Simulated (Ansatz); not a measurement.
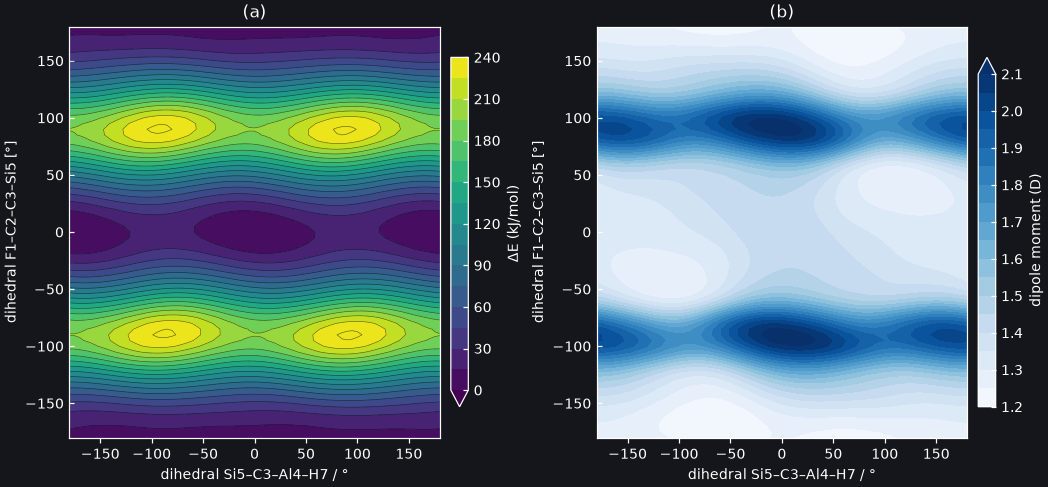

C₂H₆AlFSi, SMILES FC=[C]([AlH2])[SiH3]. The first coordinate is: dihedral Si5–C3–Al4–H7; the second: dihedral F1–C2–C3–Si5. Nothing is relaxed (all other coordinates rigid). Grid: 18 × 18 points. Energies are in kJ/mol, from the lowest grid point. The dihedral twists a double bond; near 90° a spin-restricted reference is unreliable. These are results of Ansatz 0.2.0, RHF/def2-SVP, not measurements.

Panel (a) is the energy and panel (b) the computed dipole moment on the same grid.

Drawn: filled contours. Between grid points the surface is interpolated.

> How does the dipole moment vary over the map, and what is it at the lowest grid point?

Leaving out the highest fifth of the energies, it runs from 1.21 D at dihedral Si5–C3–Al4–H7 = −60°, dihedral F1–C2–C3–Si5 = −160° to 2.08 D at dihedral Si5–C3–Al4–H7 = 0°, dihedral F1–C2–C3–Si5 = 100°. At the lowest grid point, dihedral Si5–C3–Al4–H7 = −180°, dihedral F1–C2–C3–Si5 = 0°, it is 1.32 D.
